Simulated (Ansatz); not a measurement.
**AlH6NO: density, localisation and related maps**

Input

```
crystal:
  periodic: [false, false, false]
  atoms:
    - { symbol: Al, position_ang: [-0.597459, -0.684767, 1.001743] }
    - { symbol: "N", position_ang: [-0.667985, 1.045855, 0.272781] }
    - { symbol: H, position_ang: [-1.698829, -1.716153, 0.52385] }
    - { symbol: H, position_ang: [0.515061, -0.934941, 2.104629] }
    - { symbol: H, position_ang: [0.738113, 0.180998, -1.351094] }
    - { symbol: O, position_ang: [1.199242, -0.645701, -1.601853] }
    - { symbol: H, position_ang: [-0.156286, 1.826124, 0.683724] }
    - { symbol: H, position_ang: [-1.466305, 1.396636, -0.255539] }
    - { symbol: H, position_ang: [2.134448, -0.468152, -1.378241] }
basis:
  gaussian: { orbitals: def2-mTZVP }
hamiltonian:
  xc: blyp
  dispersion: d4
relax:
  f_tol: 0.03
  max_steps: 50
output:
  orbitals: {}
```

Run with:

```sh
ansatz run input.yaml --threads 2 --pin off --max-ram 3072MiB --backend cpu --events-out ev --progress --plain --runs-dir out
```

The fields are those of the relaxed geometry.

Method: RKS BLYP-D4/def2-mTZVP in Ansatz.

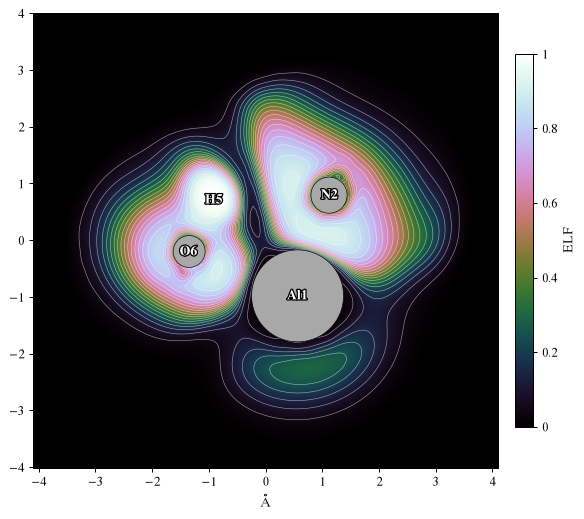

Figure 1. ELF on the plane of atoms N2, Al1 and O6. Grey discs cover the atomic cores.

### Interpret the plot.

The section cuts through Al, N, H and O sites. Al–N (1.86 Å): the ELF peaks at about 0.90 in the valence shell of N, 0.7 Å from its nucleus, and is about 0.70 at the midpoint. Al–O (2.06 Å): the ELF peaks at about 0.90 in the valence shell of O, 0.6 Å from its nucleus, and is about 0.50 at the midpoint. O–H (1.01 Å): the ELF climbs to about 1 towards the hydrogen, as it does in any bond to H; an ordinary covalent bond to hydrogen. The ELF also peaks beside N2, away from the bonds: lone-pair regions.

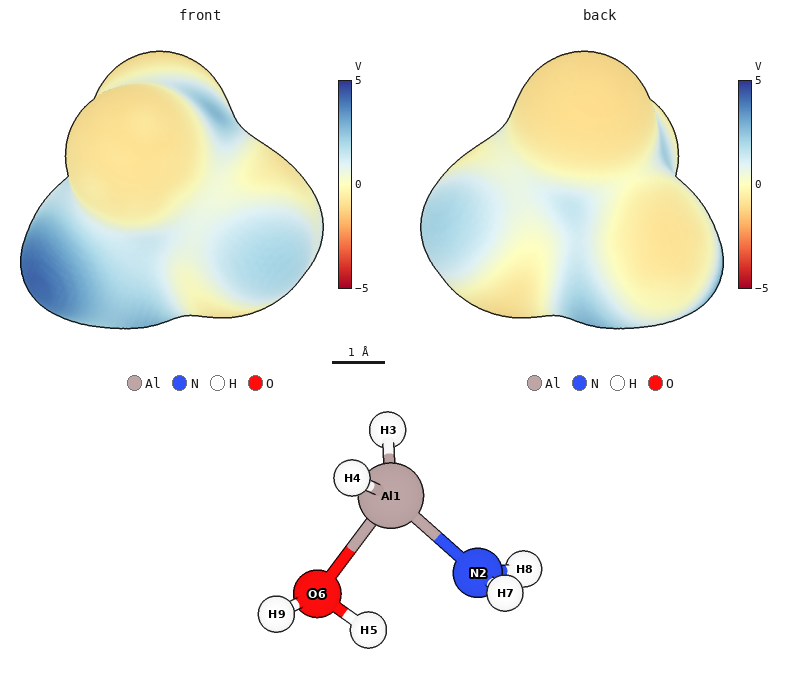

Figure 2. The molecular electrostatic potential painted on the density surface at 0.004 e/bohr³, seen from the front and from behind; the colour scale runs from red (negative) to blue (positive). The bare structure is drawn below in the same view.

### Where is the surface potential most negative and most positive?

The most negative region (about −1.0 V, or −23 kcal/mol for a unit charge) lies over H3, the most positive (about +4.1 V, or +95 kcal/mol for a unit charge) over H9.

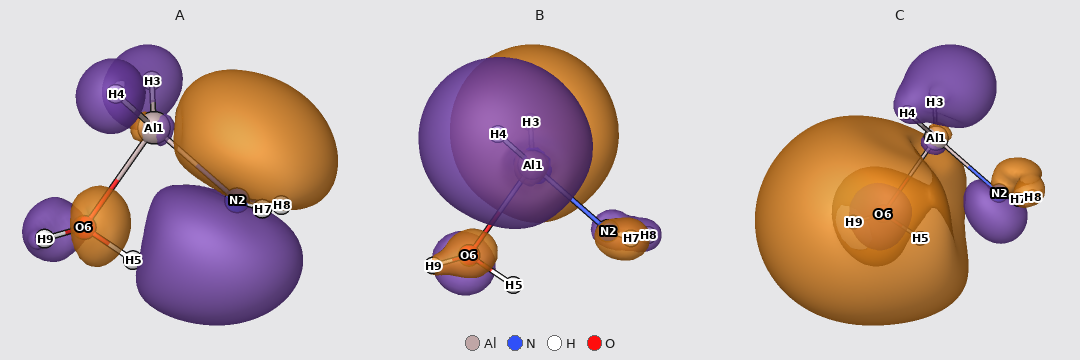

Figure 3. Three frontier orbitals at ±0.06 Å⁻³ᐟ² (orange and purple are the two phases), in no order.

### Which picture is the HOMO−1, the HOMO and the LUMO?

B is the HOMO−1 (−6.40 eV). Its weight (Hirshfeld) is mainly on Al1 (about 35 %), H3 (about 30 %) and H4 (about 30 %). A is the HOMO (−5.64 eV). It lies mainly on N2 (about 70 %); largely a lone pair of N2. C is the LUMO (−0.80 eV). It lies mainly on H9 (about 40 %), Al1 (about 20 %), O6 (about 20 %) and H5 (about 10 %).

### What is the HOMO–LUMO gap?

4.84 eV between the orbital energies.
